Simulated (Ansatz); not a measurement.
**BBr2F (dibromofluoroborane): the electronic atomisation energy, rung by rung**

BBr2F has 4 atoms, charge 0, and is taken as a singlet. As SMILES, `FB(Br)Br`. The shape is that of a PBE0-D4/def2-TZVP optimisation.

Quantity: the electronic atomisation energy, in eV. The values are calculated. Electronic energies at fixed atoms, without zero-point motion or spin-orbit coupling.

```
            level                    kind  program  value (eV)  less CCSD(T)/cc-pVDZ  CPU time (all runs)
    SVWN5/cc-pVDZ                     LDA   Ansatz       17.46                 +3.98                3.2 s
    B3LYP/cc-pVDZ           global hybrid   Ansatz       14.27                 +0.79                  5 s
    BHLYP/cc-pVDZ           global hybrid   Ansatz       13.62                 +0.14                5.3 s
CAM-B3LYP/cc-pVDZ  range-separated hybrid   Ansatz       14.44                 +0.96                5.5 s
  RPA@PBE/cc-pVDZ                     RPA   Ansatz       11.80                 -1.68                7.5 s
 RPA@PBE0/cc-pVDZ                     RPA   Ansatz       12.93                 -0.55                7.5 s
      MP2/cc-pVDZ     perturbation theory   Ansatz       14.32                 +0.84                2.5 s
  CCSD(T)/cc-pVDZ   coupled cluster or CI   Ansatz       13.48                  0.00                  8 s
```

Differences are taken from CCSD(T)/cc-pVDZ for orientation; it has basis-set and higher-order errors of its own. All-electron rows without a relativistic Hamiltonian named are non-relativistic. The values span 11.80 to 17.46 eV. In the correlated wave-function rows the outer d shell of Br is correlated, in sets not made for it. Times are those of the runs behind each value, whatever else they computed, on shared processors of several kinds: orders of magnitude only.

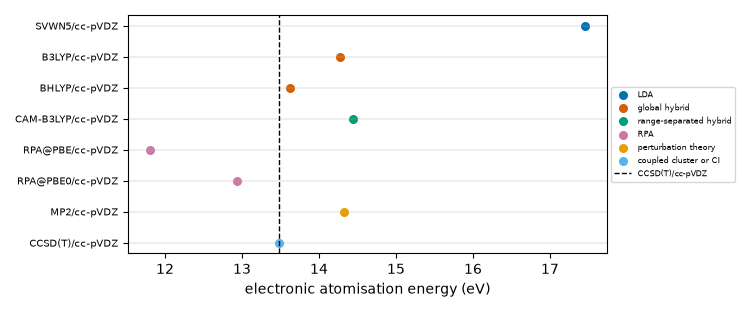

The values of the table, level by level.
